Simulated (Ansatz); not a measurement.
**ClGaH₅N: density, localisation and related maps**

Input

```
crystal:
  periodic: [false, false, false]
  atoms:
    - { symbol: Ga, position_ang: [0.01418, -0.188497, 0.146663] }
    - { symbol: "N", position_ang: [0.01058, -0.157316, 2.041649] }
    - { symbol: H, position_ang: [-0.793027, -0.465078, 2.584524] }
    - { symbol: H, position_ang: [0.864103, -0.26973, 2.584009] }
    - { symbol: H, position_ang: [1.415468, -0.05034, -0.506518] }
    - { symbol: H, position_ang: [-1.379889, -0.381316, -0.507868] }
    - { symbol: Cl, position_ang: [-0.372297, 3.119805, 0.991895] }
    - { symbol: H, position_ang: [-0.247519, 2.065473, 1.809847] }
basis:
  gaussian: { orbitals: def2-SVP }
hamiltonian:
  xc: r2scan
relax:
  f_tol: 0.03
  max_steps: 50
output:
  orbitals: {}
```

Run with:

```sh
ansatz run input.yaml --threads 2 --pin off --max-ram 3072MiB --backend cpu --events-out ev --progress --plain --runs-dir out
```

The fields are those of the run's last geometry, not of the input's.

Method: RKS r2SCAN/def2-SVP in Ansatz 0.2.0.

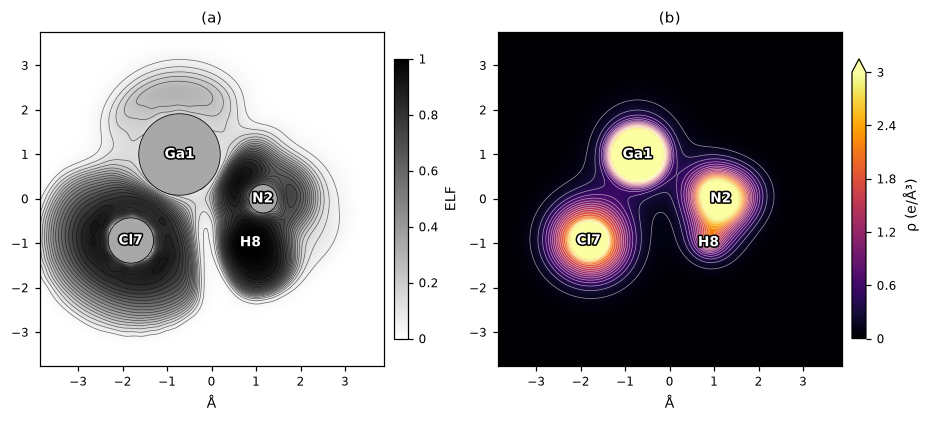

Figure 1. (a) ELF; (b) total electron density on the plane of atoms Ga1, N2 and H8. Grey discs cover the atomic cores in the ELF map.

Interpret the plot.

Answer.
- The section cuts through Ga, N, Cl and H sites.
- Ga–N (2.13 Å): ρ is about 0.47 e/Å³ halfway; the ELF peaks at about 0.95 in the valence shell of N, 0.7 Å from its nucleus, and is about 0.30 at the midpoint.
- Ga–Cl (2.22 Å): ρ at the midpoint is about 0.59 e/Å³; the ELF peaks at about 0.85 in the valence shell of Cl, 0.8 Å from its nucleus, and is about 0.55 at the midpoint.
- N–H (1.02 Å): ρ is about 2.8 e/Å³ halfway; the ELF climbs to about 1 towards the hydrogen, as it does in any bond to H: a covalent bond by its length.
- The ELF also peaks beside Cl7, away from the bonds: lone-pair regions.

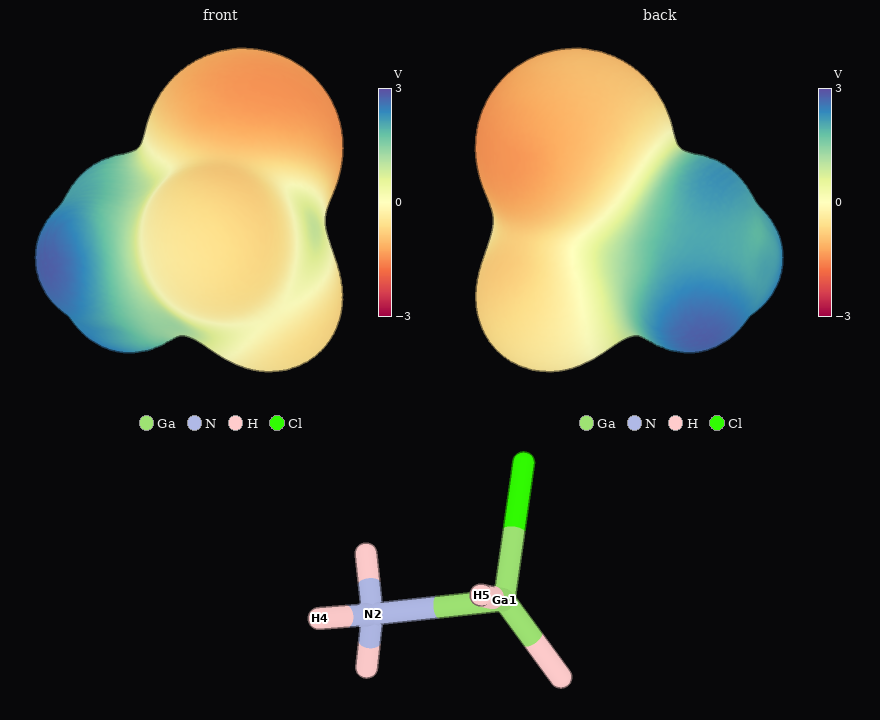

Figure 2. The electrostatic potential painted on the density surface at 0.002 e/bohr³, seen from the front and from behind; the colour scale runs from red (negative) to blue (positive). The bare structure is drawn below in the same view.

Describe the electrostatic potential map.

Answer. The most negative region (about −1.4 V) lies over Cl7, the most positive (about +2.8 V) over H3 and H4.

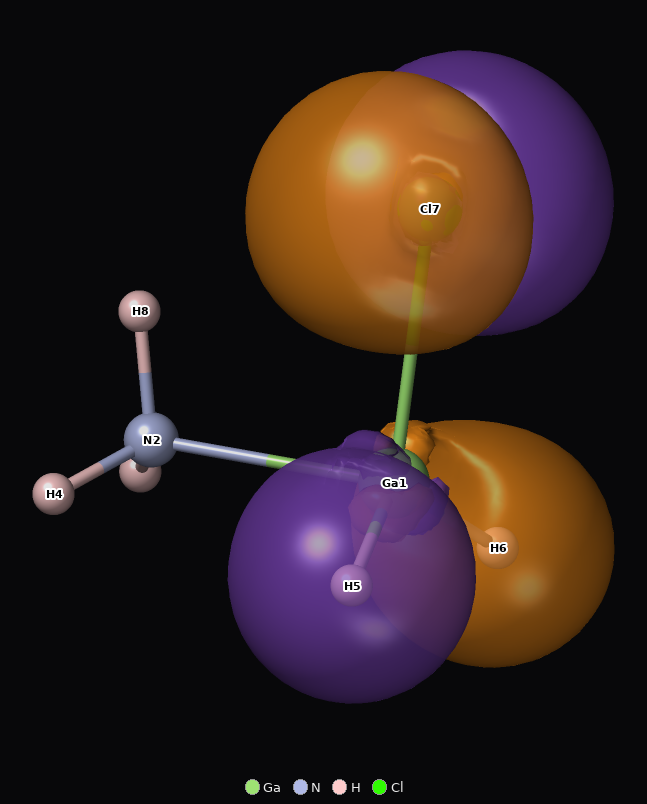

Figure 3. The HOMO at ±0.1 Å⁻³ᐟ² (orange and purple are the two phases), seen at a tilt.

Where does this orbital lie, and at what energy?

Answer. Its weight (Hirshfeld) is mainly on Cl7 (about 60 %), Ga1 (about 15 %), H5 (about 10 %) and H6 (about 10 %). Its energy is −6.36 eV.

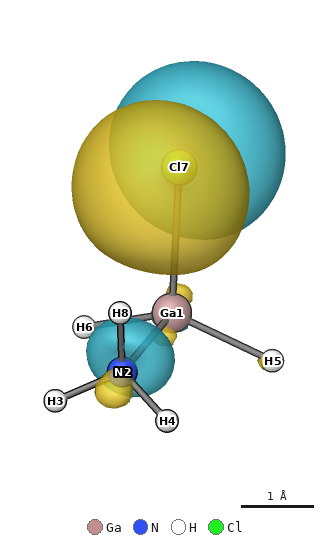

Figure 4. The HOMO−1 at ±0.1 Å⁻³ᐟ² (yellow and cyan are the two phases), seen at an oblique angle.

What is the character of this orbital?

Answer. By Hirshfeld shares it lies mainly on Cl7 (about 85 %); largely a lone pair of Cl7. Its energy is −6.85 eV.
